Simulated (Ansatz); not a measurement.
# Single-point calculation, with input and output: SiH₄O

SiH₄O, computed with RKS PBE0-D4/def2-TZVPP (Ansatz 0.2.0).

The geometry is the reactant side of a reaction. The reaction was set up to form O2–H3 and to break Si1–O2 and Si1–H3 (atoms counted from 1 in the order of the input); sticks are drawn by distance alone. The geometry comes from this level: PBE0-D4/def2-TZVP.

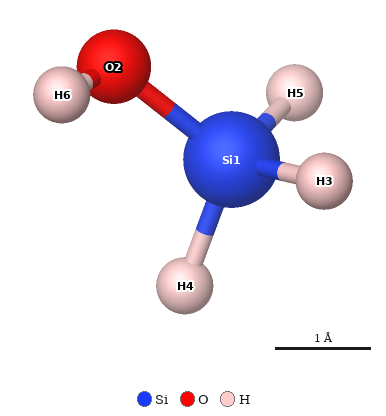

The input geometry (ball-and-stick view, seen at an oblique angle; atoms are numbered from 1 in the order of the input). Bond lengths as drawn: H–O 0.96 Å, H–Si 1.48 to 1.49 Å and O–Si 1.65 Å.

### Key numbers

- outcome: converged
- total energy: −9986.3445 eV
- mean-field energy: −9986.2915 eV
- dispersion energy: −0.0530 eV
- SCF solution under orbital rotations: stable
- HOMO: −8.73 eV
- LUMO: 0.04 eV
- hardware: 2 threads of Arm Neoverse V1, 23 GiB of memory available, shared host
- wall time: 1 s (CPU time 1.8 s)
- peak memory: 0.31 GiB

### Input file
```yaml
crystal:
  periodic: [false, false, false]
  atoms:
    - {symbol: Si, position_ang: [-0.385935, 0.068238, -0.052455]}
    - {symbol: O, position_ang: [1.250198, 0.225533, -0.169264]}
    - {symbol: H, position_ang: [-0.848952, -1.252029, -0.561868]}
    - {symbol: H, position_ang: [-0.852147, 0.204291, 1.355057]}
    - {symbol: H, position_ang: [-0.958367, 1.154919, -0.879033]}
    - {symbol: H, position_ang: [1.795203, -0.400953, 0.307562]}
basis:
  gaussian: {orbitals: def2-TZVPP}
hamiltonian: {xc: pbe0, dispersion: d4}
output: {orbitals: {seedname: orbitals}}
```

Run as:
```bash
ansatz run in.yaml --threads 2 --pin off --events-out ev --progress --plain --max-ram 4352MiB
```

### What the program printed
```
Functional definition: PBE0
  name "PBE0"
  cite "Adamo & Barone, J. Chem. Phys. 110, 6158 (1999) doi:10.1063/1.478522"
  cite "Perdew, Burke & Ernzerhof, Phys. Rev. Lett. 77, 3865 (1996) doi:10.1103/PhysRevLett.77.3865"
  parent pbe
  parameter a = 0.25
  parameter kappa = 0.804
  parameter beta = 0.06672455060314922
  exchange = (1 - a)*pbe_x(kappa = kappa, mu = beta*pi^2/3) + a*exact_x
  correlation = pbe_c(beta = beta)
678 factors; their error is unknown
mean field evaluation 1: about -9982.2935 eV, gradient 5.0e1 eV
mean field evaluation 2: about -9974.5642 eV, gradient 8.2e1 eV
mean field evaluation 4: about -9986.2674 eV, gradient 1.1e0 eV
mean field evaluation 8: about -9986.2914 eV, gradient 1.6e-1 eV
mean field -9986.29142688 eV, -366.9894409865 hartree, gradient 1.5e-5 eV, S^2 0.000000; 0 other end points of the search recorded, 0 dependent functions left out
reference -9986.29145198 eV, -366.9894419088 hartree; 13, 13 occupied and 116, 116 virtual orbitals, 678 factors
Total energy: -9986.34445081 eV, -366.9913895800 hartree
```

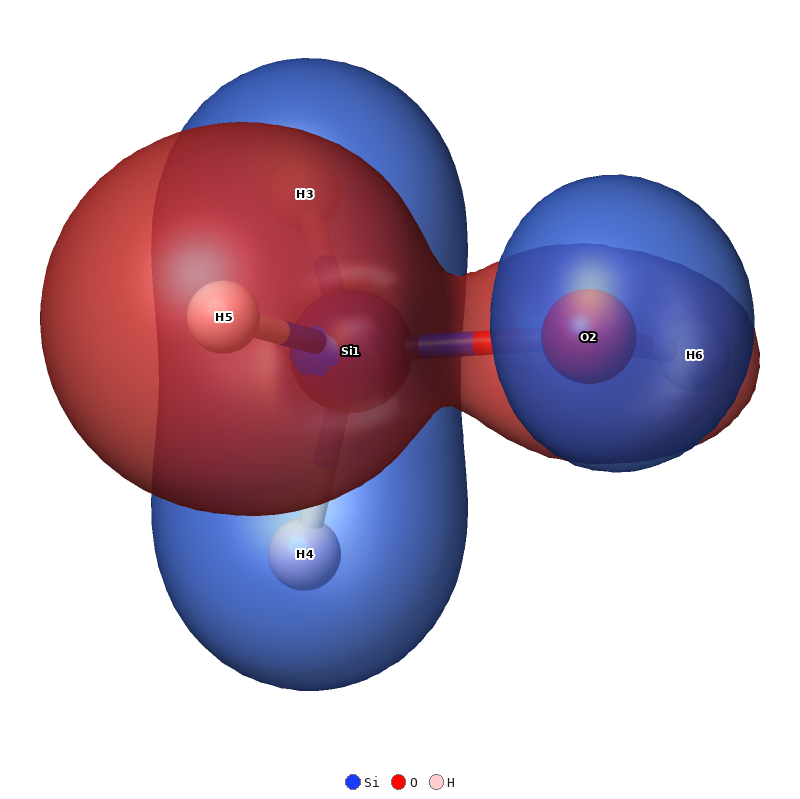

The HOMO−1 at ±0.08 Å⁻³ᐟ² (red and blue are the two phases), seen from the side. By Hirshfeld shares it lies mainly on Si1 (30 %), H5 (25 %), O2 (20 %), H3 (10 %) and H4 (10 %). Its energy is −9.33 eV.

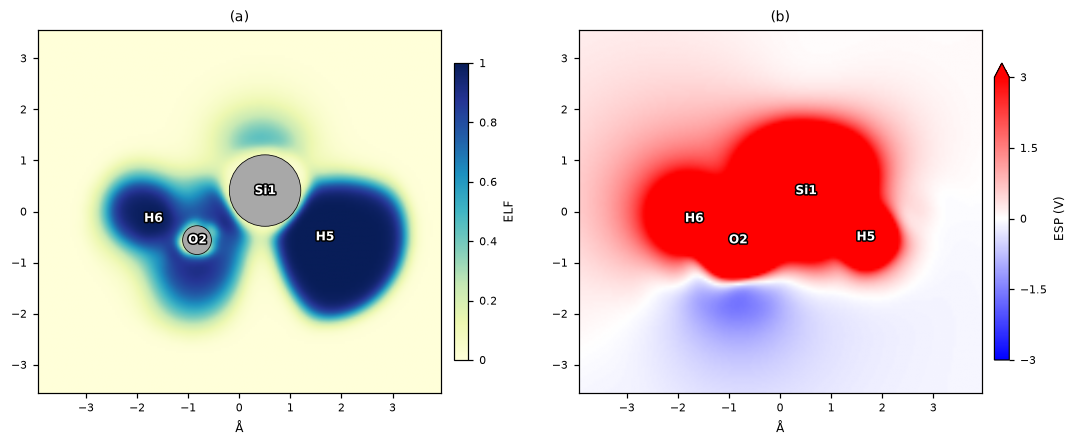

(a) electron localisation function; (b) molecular electrostatic potential on the plane of atoms O2, Si1 and H5. Grey discs, where drawn, cover atomic cores. Atoms in the plane: Si, O and H. Si–O (1.65 Å): the ELF peaks at about 0.90 between the atoms, which marks a polar covalent bond. O–H (0.96 Å): the ELF climbs to about 1 towards the hydrogen, as it does in any bond to H (a covalent bond by its length). Si–H (1.48 Å): the ELF climbs to about 1 towards the hydrogen.

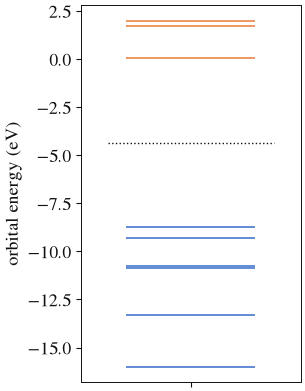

Orbital energies near the frontier; the dotted line parts filled from empty levels, and levels within 0.02 eV of each other stand side by side. Highest filled −8.73 eV, lowest empty 0.04 eV, 8.77 eV apart.
